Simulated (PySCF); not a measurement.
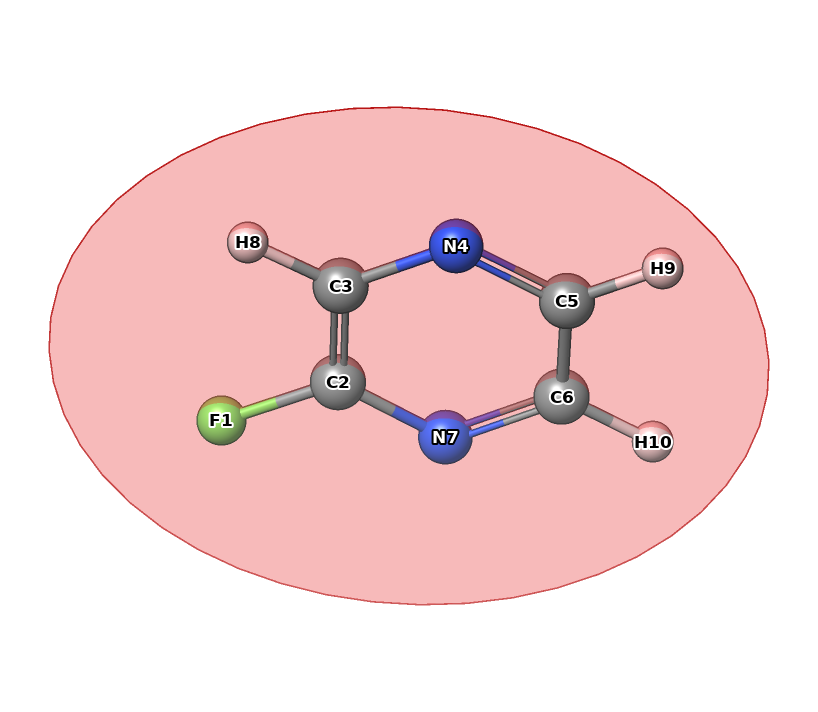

A disc through the centre of mass is drawn in. Distant atoms are faded towards the background colour. Computed geometry: PBE0-D3(BJ)/def2-SVP optimisation. No frequency run is at hand to confirm it as a minimum.

Q: Is the plane of the disc a mirror plane of the structure?

A: Yes. The reflection leaves F1, C2, C3, N4, C5, C6, N7, H8, H9, H10 in place. The point group is Cs.
